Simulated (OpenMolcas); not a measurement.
# BPBE/6-31G run of CH3NO (Nitrosomethane)

Aim: the vertical ionisation energy of CH3NO (Nitrosomethane) at BPBE/6-31G, from 2 runs. 

The results are computed with OpenMolcas 26.06.

### 1 The system as given

CH3NO: 6 atoms, total charge 0, spin state singlet. SMILES: `CN=O`. The shape is that of a GFN2-xTB optimisation.

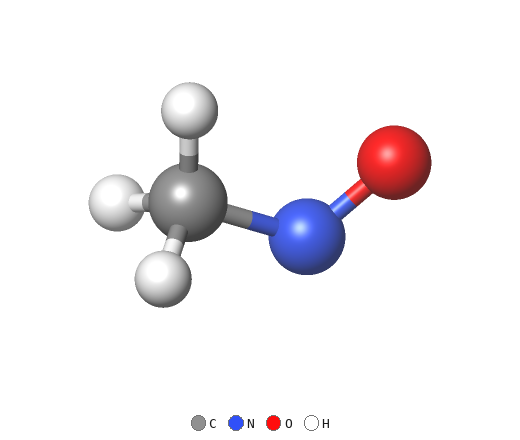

The structure, seen from a chosen angle (carbon grey, nitrogen blue, oxygen red, hydrogen white).

### 2 Energy and forces at BPBE/6-31G

Contents of job.inp:

```
>>> EXPORT MOLCAS_PRINT=2

&GATEWAY
  BasLib=$CurrDir
  Coord
  6
  angstrom
  C       -0.168550       0.293000      -0.254030
  N       -0.089250      -0.906900       0.535100
  O        0.956690      -1.125080       1.103810
  H       -0.432900      -0.016600      -1.266350
  H       -1.013570       0.865160       0.131860
  H        0.747570       0.890420      -0.250410
  Basis=6-31G
  Group=NoSym

&SEWARD

&SCF
  KSDFT=BPBE
  PrOrbitals=0

&ALASKA
```

The basis set 6-31G is read from a file made from the Basis Set Exchange's data (not shown).

Started as:

```
export MOLCAS_MEM=1860
pymolcas job.inp > job.log
```

The log of the run, shortened:

```text
--- Start Module: gateway ---
[...]
       Convergence after  13 Iterations
[...]
      Dipole Moment (debye):
[... 18 lines left out ...]
                       available to each process: 1.9 GB of memory, 1 thread
[...]
 *              Molecular gradients               *
 **************************************************
  Irreducible representation: a
 ------------------------------------------------------------------------------------------
                              X                       Y                       Z
 ------------------------------------------------------------------------------------------
  C1               -4.35863152511196E-03   -2.29126896268346E-02    1.26538031797359E-02
  N2                6.05708493884158E-02    2.27977882950308E-02    1.06051572223942E-02
  O3               -5.94955501120857E-02    7.88426200375758E-03   -2.95128388082775E-02
  H4                2.58821812153076E-03    1.05891378933809E-03    7.97025296267151E-03
  H5                6.61374589283437E-03   -5.01157585954992E-03   -1.68669877760053E-03
  H6               -5.91863176558727E-03   -3.81669860174005E-03   -2.96757789168822E-05
 ------------------------------------------------------------------------------------------
--- Stop Module: alaska /rc=_RC_ALL_IS_WELL_ ---
[...]
```

It took 4.5 s on 1 thread of Arm Neoverse V1, shared host; peak memory 0.37 GiB.

### 3 The doublet cation, same level

Contents of job.inp:

```
>>> EXPORT MOLCAS_PRINT=2
&GATEWAY
BasLib = $CurrDir
Coord
6
angstrom
C       -0.168550       0.293000      -0.254030
N       -0.089250      -0.906900       0.535100
O        0.956690      -1.125080       1.103810
H       -0.432900      -0.016600      -1.266350
H       -1.013570       0.865160       0.131860
H        0.747570       0.890420      -0.250410
Basis = 6-31G
Group = NoSym
&SEWARD
&SCF
UHF
Charge = 1
Spin = 2
KSDFT = BPBE
PrOrbitals = 0
&ALASKA
```

The basis set 6-31G is read from a file made from the Basis Set Exchange's data (not shown).

Started as:

```
export MOLCAS_MEM=1860
pymolcas job.inp > job.log
```

The log of the run, shortened:

```text
--- Start Module: gateway ---
[...]
       Convergence after  24 Iterations
[...]
      Dipole Moment (debye):
[... 20 lines left out ...]
                       available to each process: 1.9 GB of memory, 1 thread
[...]
 *              Molecular gradients               *
 **************************************************
  Irreducible representation: a
 ------------------------------------------------------------------------------------------
                              X                       Y                       Z
 ------------------------------------------------------------------------------------------
  C1                1.16571304241692E-02   -1.47623472404925E-02    1.40543814604088E-02
  N2               -5.61076176150035E-02   -5.48681841679111E-03   -1.96757264975340E-02
  O3                2.84040166603816E-02    2.05765081090901E-02   -1.27012459701259E-03
  H4                8.04721090484461E-03    2.67900435789470E-03    1.18879200310853E-02
  H5                1.34698587103821E-02   -5.52799127755055E-03   -1.15438755378727E-03
  H6               -5.47059908479941E-03    2.52164446783532E-03   -3.84206284317479E-03
 ------------------------------------------------------------------------------------------
--- Stop Module: alaska /rc=_RC_ALL_IS_WELL_ ---
[...]
```

Run time: 7.2 s. Hardware: 1 thread of Arm Neoverse V1, shared host; peak memory 0.37 GiB.

### 4 Outcome

Level: BPBE/6-31G.

| quantity | value |
| --- | --- |
| singlet CH3NO: total energy | -169.66181 Eh |
| singlet CH3NO: dipole moment | 2.78 D |
| singlet CH3NO: HOMO energy | -4.58 eV |
| singlet CH3NO: LUMO energy | -3.42 eV |
| singlet CH3NO: HOMO–LUMO gap | 1.16 eV |
| singlet CH3NO: largest force on an atom | 3.439 eV/Å |
| doublet cation: total energy | -169.32560 Eh |
| doublet cation: HOMO energy (highest over α and β) | -15.34 eV |
| doublet cation: LUMO energy (lowest over α and β) | -13.69 eV |
| doublet cation: ⟨S²⟩ | 0.752 |
| doublet cation: largest force on an atom | 3.070 eV/Å |
| vertical ionisation energy (to the doublet cation) | 9.149 eV |

What this shows: Removing an electron at fixed nuclei costs 9.15 eV (883 kJ/mol). The largest force (singlet CH3NO) is 3.44 eV/Å: the shape isn't a stationary point for this species at this level. The negative HOMO energy of the first species, 4.58 eV, lies 4.57 eV below that difference. Mulliken charges (doublet cation) run from -0.42 on C1 to +0.35 on H4.
